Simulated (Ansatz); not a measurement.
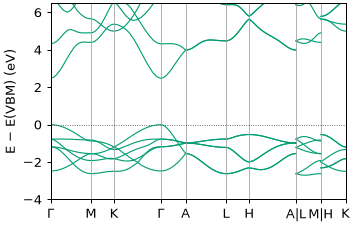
Figure. Band structure from r²SCAN (plane waves, PAW; program Ansatz)

Problem. Read off the gap and where the band edges lie.

Solution. About 2.5 eV (2.48 eV by a search for the band edges); maximum at Γ, minimum at Γ.

The material is Na$_{2}$S in space group P6_3/mmc (No. 194; S on 2c, Na on 2a, Na on 2d).

The workflow started from an entry of the Crystallography Open Database (COD), which files this formula under 2 space groups. Its standing as an ambient phase is unchecked. The r²SCAN relaxation kept the symmetry of its start; whether a distortion lowers the energy is not shown. The volume moved by -34 % from the start of the relaxation. The volume fell by over 15 % from the filed cell, which may lack light atoms or belong to other conditions.

Potentials: the later of the program's two PAW sets.
